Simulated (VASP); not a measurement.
Band structure of SiC (wurtzite). All values below come from vdW-DF2, VASP's PBE PAW potentials (set 64) (plane waves; VASP 6.6.1).

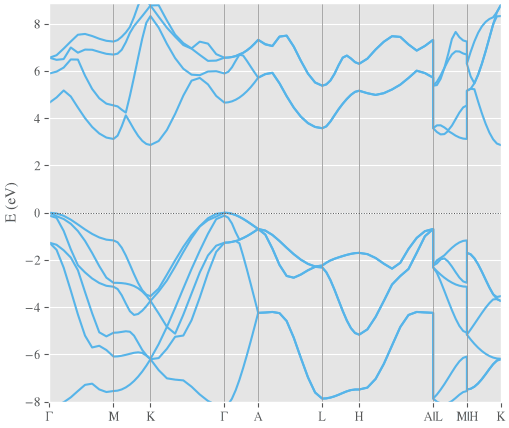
Fig. 1. Bands along high-symmetry lines, zero at the valence-band maximum or, without a gap, the Fermi level

### Question
Read the plot: is there a gap, and where are the band edges?

### Answer
The gap is indirect, 2.87 eV, from the valence maximum at Γ to the conduction minimum at K. (Edges off the drawn lines would not show.)

Measured: gap 3.33 eV (computed value off by -0.46 eV), as given by Daiki Deguchi et al., Japanese Journal of Applied Physics (2016), arXiv:1512.06930.

The compound is SiC in the wurtzite structure, the rare 2H polytype. It was relaxed first.
